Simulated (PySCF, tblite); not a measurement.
# C4H7NOSi: geometry, infrared bands and NMR shifts

Aim: predict the infrared bands and NMR shifts of C4H7NOSi (`CO[SiH2]/C=C\C#N`).

Programs: tblite 0.8.0 and PySCF 2.14.0, with density-fitted response routines of our own. Each step states its level of theory. These are calculated values for one molecule in the gas phase, unless marked as measured. Atoms count from 0, in the outputs and in this text.

## 1. The molecule as given

14 atoms, charge 0, multiplicity 1; geometry from: force field or distance geometry start.

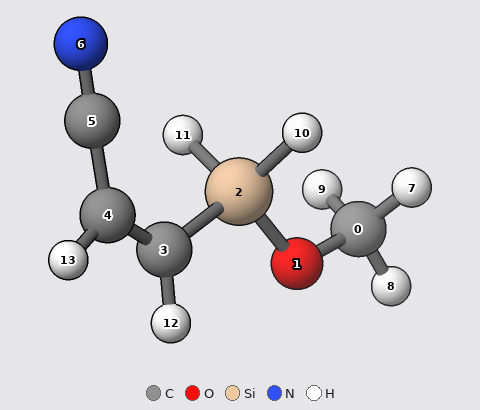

The starting geometry (carbon grey, oxygen red, silicon light orange, nitrogen blue, hydrogen white), atoms numbered; sticks join atoms by distance.

## 2. Relaxing the molecule with GFN2-xTB

What the job is given:

```
{"job": {"kind": "relax", "xc": "GFN2-xTB", "basis": "xTB"}, "charge": 0, "multiplicity": 1}
C      2.839100    -0.331500    -0.069400
O      1.517200    -0.852900     0.069300
Si     0.239900     0.153800    -0.184900
C     -1.363700    -0.708300     0.044400
C     -2.611900    -0.238200    -0.063200
C     -2.943300     1.101800    -0.431600
N     -3.199300     2.196700    -0.724800
H      3.020000     0.489000     0.647800
H      3.551300    -1.132300     0.144700
H      3.002400     0.016500    -1.088900
H      0.318400     1.292700     0.753400
H      0.307900     0.665300    -1.573400
H     -1.230400    -1.754200     0.341700
H     -3.448400    -0.898700     0.107900
```

Started as:

```
$ OMP_NUM_THREADS=1 python probes_run.py task.json out
```

The driver reads the jobs from task.json and runs them one after another.

Standard output:

```text
step      E/eV     max force
  0    -566.28584    1.898
  1    -566.29880    4.412
  2    -566.35828    0.899
  3    -566.38098    0.562
  4    -566.40047    0.362
  5    -566.42328    0.523
  6    -566.43408    0.365
  7    -566.44235    0.268
  8    -566.44875    0.293
  9    -566.45544    0.236
 10    -566.46111    0.218
 11    -566.46641    0.174
 12    -566.47146    0.280
 13    -566.47660    0.283
 14    -566.48259    0.223
 15    -566.48947    0.267
 16    -566.49617    0.252
 17    -566.50211    0.212
 18    -566.50677    0.166
 19    -566.50977    0.148
 20    -566.51156    0.144
 21    -566.51284    0.098
 22    -566.51393    0.074
 23    -566.51484    0.079
 24    -566.51546    0.082
 25    -566.51588    0.075
 26    -566.51628    0.059
 27    -566.51672    0.057
 28    -566.51707    0.044
 29    -566.51724    0.033
 30    -566.51734    0.033
 31    -566.51745    0.040
 32    -566.51763    0.046
 33    -566.51785    0.043
 34    -566.51813    0.051
 35    -566.51852    0.059
 36    -566.51912    0.073
 37    -566.51990    0.065
 38    -566.52057    0.062
 39    -566.52096    0.053
 40    -566.52122    0.069
 41    -566.52150    0.072
 42    -566.52180    0.055
 43    -566.52202    0.028
 44    -566.52212    0.021
 45    -566.52216    0.013
 46    -566.52219    0.015
 47    -566.52220    0.011
 48    -566.52221    0.007
```

It took 0.22 s on 1 thread of Intel Xeon 6975P-C, shared host.

The steps of the relaxation: (not every step is listed)

| step | energy from step 0 (eV) | largest force (eV/Å) |
| --- | --- | --- |
| 0 | 0.0000 | 1.8984 |
| 1 | -0.0130 | 4.4122 |
| 2 | -0.0724 | 0.8994 |
| 3 | -0.0951 | 0.5617 |
| 4 | -0.1146 | 0.3619 |
| 5 | -0.1374 | 0.5228 |
| 6 | -0.1482 | 0.3647 |
| 7 | -0.1565 | 0.2678 |
| 8 | -0.1629 | 0.2928 |
| 11 | -0.1806 | 0.1744 |
| 14 | -0.1967 | 0.2234 |
| 17 | -0.2163 | 0.2124 |
| 20 | -0.2257 | 0.1437 |
| 23 | -0.2290 | 0.0785 |
| 26 | -0.2304 | 0.0586 |
| 29 | -0.2314 | 0.0326 |
| 32 | -0.2318 | 0.0460 |
| 35 | -0.2327 | 0.0586 |
| 38 | -0.2347 | 0.0620 |
| 41 | -0.2357 | 0.0717 |
| 43 | -0.2362 | 0.0281 |
| 44 | -0.2363 | 0.0212 |
| 45 | -0.2363 | 0.0128 |
| 46 | -0.2364 | 0.0148 |
| 47 | -0.2364 | 0.0107 |
| 48 | -0.2364 | 0.0075 |

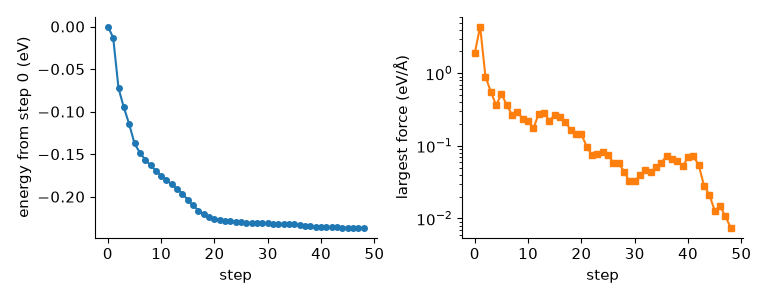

Energy and largest force along the relaxation.

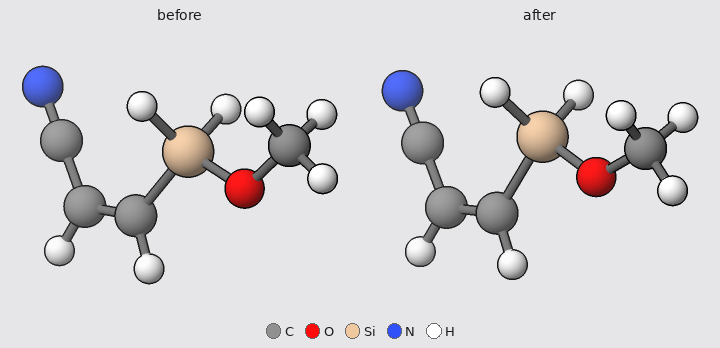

Before and after, at one scale.

Close pairs (by a distance rule), those that changed most:

| bond | before (Å) | after (Å) | change (Å) |
| --- | --- | --- | --- |
| Si2–C3 | 1.835 | 1.880 | +0.045 |
| C0–O1 | 1.428 | 1.394 | -0.034 |
| O1–Si2 | 1.646 | 1.622 | -0.024 |
| C4–C5 | 1.429 | 1.407 | -0.022 |
| Si2–H11 | 1.481 | 1.466 | -0.015 |
| C5–N6 | 1.162 | 1.147 | -0.015 |
| C3–H12 | 1.095 | 1.082 | -0.013 |
| C0–H7 | 1.105 | 1.092 | -0.012 |

The next job starts from the end point, and lists it.

## 3. Infrared spectrum with GFN2-xTB

What the job is given:

```
{"job": {"kind": "ir", "xc": "GFN2-xTB", "basis": "xTB"}, "charge": 0, "multiplicity": 1}
C      2.780842    -0.416516    -0.044337
O      1.408031    -0.646635     0.023224
Si     0.205186     0.405392    -0.254677
C     -1.266397    -0.722955     0.056606
C     -2.532656    -0.319440    -0.049031
C     -2.875515     0.997972    -0.403130
N     -3.174484     2.067920    -0.690116
H      3.079417     0.359669     0.663834
H      3.293935    -1.346564     0.202630
H      3.071867    -0.099658    -1.048262
H      0.239390     1.534833     0.679113
H      0.231040     0.912562    -1.629777
H     -1.082868    -1.752496     0.335338
H     -3.378466    -0.974556     0.131441
```

Standard output:

```text
mode    cm-1     km/mol
  1      34.5      0.96
  2      76.5      5.91
  3      88.1      1.61
  4     121.4      6.21
  5     141.3      0.15
  6     228.3      2.23
  7     264.8     10.35
  8     312.2      6.47
  9     423.3     12.05
 10     545.0     96.89
 11     597.3     32.99
 12     607.4      1.83
 13     735.7     73.15
 14     749.1     70.25
 15     759.4    151.61
 16     782.9    225.15
 17     817.8    184.14
 18     928.6      0.04
 19     974.3      1.02
 20    1134.6      1.82
 21    1139.1     66.36
 22    1155.1      3.05
 23    1163.3    199.68
 24    1314.0      7.96
 25    1419.3      0.01
 26    1481.6      5.86
 27    1488.6      2.17
 28    1636.6      8.12
 29    2219.2    398.04
 30    2255.4    106.58
 31    2369.0    147.31
 32    2954.1     37.85
 33    2967.0     41.95
 34    2993.5     26.41
 35    3016.5     22.96
 36    3053.1     18.64
```

It took 0.3 s on 1 thread of Intel Xeon 6975P-C, shared host.

The strongest bands and the atoms that carry them (share of the mass-weighted mode):

| cm⁻¹ | km/mol | atoms |
| --- | --- | --- |
| 545 | 96.9 | H11 25 %, H10 25 %, C3 14 %, Si2 13 % |
| 759 | 151.6 | Si2 22 %, H11 18 %, H10 18 %, O1 17 % |
| 783 | 225.2 | Si2 45 %, O1 17 %, C0 16 % |
| 818 | 184.1 | H11 46 %, H10 46 % |
| 1163 | 199.7 | O1 45 %, C0 26 %, H8 16 % |
| 2219 | 398.0 | H10 48 %, H11 48 % |
| 2255 | 106.6 | H11 49 %, H10 49 % |
| 2369 | 147.3 | C5 60 %, N6 39 % |

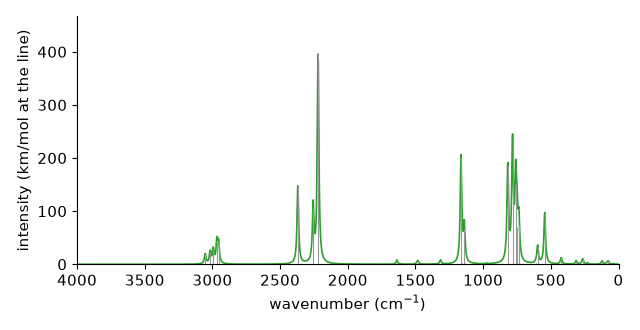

The infrared spectrum from these modes, unscaled. Lines are broadened to a width of 14 cm⁻¹ (Lorentzian).

## 4. NMR shieldings: PBE0/pcSseg-1

Same as in step 3 but for these lines:

```diff
@@ -1,2 +1,2 @@
-{"job": {"kind": "ir", "xc": "GFN2-xTB", "basis": "xTB"}, "charge": 0, "multiplicity": 1}
+{"job": {"kind": "nmr", "xc": "PBE0", "basis": "pcSseg-1"}, "charge": 0, "multiplicity": 1}
 C      2.780842    -0.416516    -0.044337
```

Method: GIAO PBE0/pcSseg-1 NMR shielding, non-relativistic, gas phase.

Standard output:

```text
coarse grid: 12456 points
cycle   1  E = -575.4307483444  dE =  8.976e-01  |g| = 7.280e-01  |ddm| = 3.437e+00
cycle   2  E = -575.1990911236  dE =  2.317e-01  |g| = 1.301e+00  |ddm| = 1.775e+00
cycle   3  E = -575.5279542501  dE = -3.289e-01  |g| = 1.761e-01  |ddm| = 1.252e+00
cycle   4  E = -575.5328129534  dE = -4.859e-03  |g| = 9.976e-02  |ddm| = 1.692e-01
cycle   5  E = -575.5348531993  dE = -2.040e-03  |g| = 1.964e-02  |ddm| = 8.390e-02
cycle   6  E = -575.5349384577  dE = -8.526e-05  |g| = 4.478e-03  |ddm| = 1.960e-02
cycle   7  E = -575.5349423420  dE = -3.884e-06  |g| = 2.059e-03  |ddm| = 4.632e-03
final grid: 116568 points
cycle   8  E = -575.5860663143  dE = -1.773e-05  |g| = 9.824e-03  |ddm| = 2.149e-02
cycle   9  E = -575.5860456461  dE =  2.067e-05  |g| = 1.423e-02  |ddm| = 1.647e-02
cycle  10  E = -575.5860848900  dE = -3.924e-05  |g| = 1.777e-03  |ddm| = 1.098e-02
cycle  11  E = -575.5860856540  dE = -7.640e-07  |g| = 4.362e-04  |ddm| = 1.625e-03
cycle  12  E = -575.5860856899  dE = -3.587e-08  |g| = 1.837e-04  |ddm| = 4.319e-04
cycle  13  E = -575.5860856962  dE = -6.301e-09  |g| = 5.502e-05  |ddm| = 1.408e-04
cycle  14  E = -575.5860856969  dE = -6.448e-10  |g| = 2.001e-05  |ddm| = 5.123e-05
converged SCF energy = -575.5860856969

GIAO shielding tensors (ppm)
atom      isotropic    diamagn.    paramagn.     s11        s22        s33       span
  0 C      132.840     241.391    -108.551    106.326    107.152    185.041     78.714
  1 O      340.022     400.271     -60.249    291.866    360.167    368.033     76.168
  2 Si     375.966     883.047    -507.081    332.967    339.738    455.195    122.228
  3 C       20.768     261.732    -240.964   -112.838     12.718    162.423    275.261
  4 C       63.537     253.751    -190.214    -58.123     84.539    164.195    222.317
  5 C       64.884     261.930    -197.046    -51.664    -46.747    293.063    344.727
  6 N      -57.297     339.936    -397.233   -203.146   -188.384    219.640    422.786
  7 H       27.944      28.448      -0.503     23.984     25.712     34.137     10.153
  8 H       27.650      27.565       0.085     23.359     25.567     34.023     10.663
  9 H       27.946      28.217      -0.271     23.986     25.715     34.137     10.152
 10 H       26.403      32.095      -5.692     23.035     25.751     30.423      7.388
 11 H       26.403      31.880      -5.477     23.034     25.749     30.426      7.392
 12 H       24.440      32.560      -8.120     20.213     24.624     28.484      8.271
 13 H       25.541      26.889      -1.348     22.685     25.224     28.715      6.030
```

Wall time 14 s (1 thread of Intel Xeon 6975P-C, shared host); peak memory 0.73 GiB.

Shifts follow as δ = σ(reference) − σ, with reference shieldings (ppm) from runs at the same level and on the same kind of geometry: 1H TMS 31.72, 13C TMS 186.9, 29Si TMS 349.2, 15N NH3 267.7, 17O H2O 336.1. The references are single molecules in the gas phase, so shifts against H2O, NH3, PH3, H3PO4 or CFCl3 are not on the usual liquid scales and can be off by tens of ppm. Atoms listed in one row are averaged.

| atoms | environment | σ (ppm) | δ (ppm) | δ scaled to CDCl3 |
| --- | --- | --- | --- | --- |
| C3 | alkene CH | 20.8 | 166.2 | 160.3 |
| C4 | alkene CH | 63.5 | 123.4 | 118.5 |
| C5 | nitrile carbon | 64.9 | 122.0 | 117.2 |
| C0 | methyl carbon bonded to O | 132.8 | 54.1 | 50.9 |
| H12 | hydrogen on an alkene CH | 24.44 | 7.28 | 6.97 |
| H13 | hydrogen on an alkene CH | 25.54 | 6.18 | 5.93 |
| H10, H11 | hydrogen on a silicon bonded to C, O | 26.40 | 5.31 | – |
| H7, H8, H9 | hydrogen on a methyl carbon bonded to O | 27.85 | 3.87 | 3.75 |
| O1 | oxygen bonded to C, Si | 340.0 | -3.9 | – |
| Si2 | silicon bonded to C, O, 2 H | 376.0 | -26.8 | – |
| N6 | nitrile nitrogen | -57.3 | 325.0 | – |

The scaled column applies a straight-line fit of computed shieldings to shifts measured in CDCl3 (root-mean-square error 0.16 ppm for H, 1.9 ppm for C).

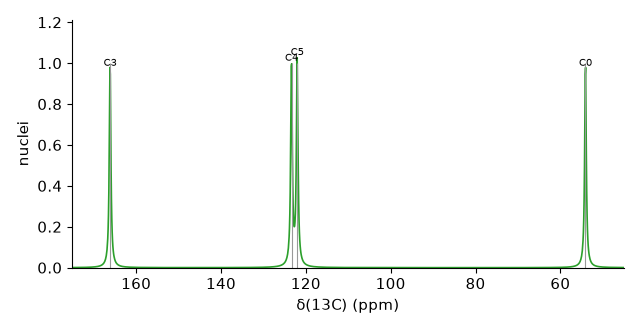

13C lines at the computed shifts, without couplings. Lines are broadened to a width of 0.45 ppm (Lorentzian).

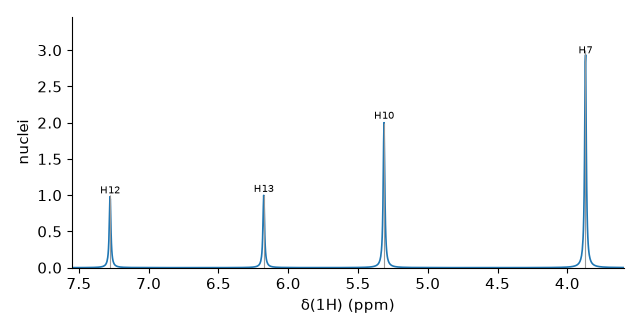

1H lines at the computed shifts, without couplings. Lines are broadened to a width of 0.01 ppm (Lorentzian).

The run also stored atomic charges by several schemes (e):

| atoms | Mulliken | IAO | Hirshfeld | ESP fit |
| --- | --- | --- | --- | --- |
| C0 | 0.00 | -0.20 | -0.03 | -0.17 |
| O1 | -0.64 | -0.64 | -0.23 | -0.38 |
| Si2 | 0.87 | 1.01 | 0.40 | 0.68 |
| C3 | -0.38 | -0.38 | -0.10 | -0.31 |
| C4 | -0.08 | -0.18 | -0.02 | -0.25 |
| C5 | 0.06 | 0.13 | 0.08 | 0.43 |
| N6 | -0.24 | -0.23 | -0.21 | -0.46 |

IAO charges:

C0 -0.20; O1 -0.64; Si2 1.01; C3 -0.38; C4 -0.18; C5 0.13; N6 -0.23; H7 0.13; H8 0.16; H9 0.13; H10 -0.15; H11 -0.15; H12 0.18; H13 0.18

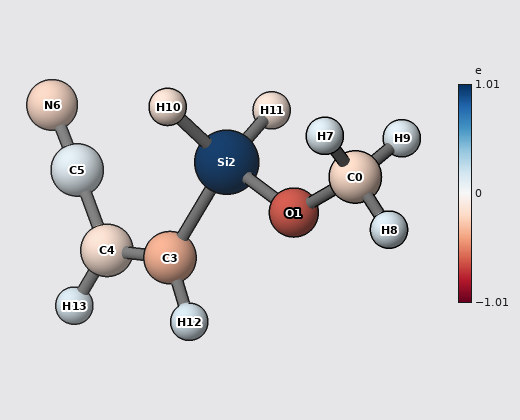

IAO charges, as colours on the atoms.

Mayer bond orders: C0–O1 0.90, O1–Si2 0.99, Si2–C3 0.86, C3–C4 1.85, C4–C5 1.06, C5–N6 2.97.

## 5. Summary of results

```
                                                              quantity                          value
                             strongest single infrared mode (GFN2-xTB)          2219 cm⁻¹, 398 km/mol
                                          zero-point energy (GFN2-xTB)                  61.4 kcal/mol
                                13C shifts against TMS (PBE0/pcSseg-1)  166.2, 123.4, 122.0, 54.1 ppm
1H shifts against TMS (PBE0/pcSseg-1, means over atoms taken as alike)     7.28, 6.18, 5.31, 3.87 ppm
                                17O shifts against H2O (PBE0/pcSseg-1)                       -3.9 ppm
                               29Si shifts against TMS (PBE0/pcSseg-1)                      -26.8 ppm
                                15N shifts against NH3 (PBE0/pcSseg-1)                      325.0 ppm
```

In words: Relaxing lowered the energy by 0.236 eV in 48 steps; the close pair that moved most is Si2–C3, from 1.835 to 1.880 Å. All 36 modes are real, so the xTB geometry is a minimum. The strongest single mode, at 2219 cm⁻¹, moves mainly H10 and H11. GFN2-xTB is a fitted tight-binding method: band positions and strengths are rough. Its intensities can rank the bands wrongly. At PBE0/pcSseg-1: The widest tensor belongs to N6: span 423 ppm, with a paramagnetic part of -397 ppm.
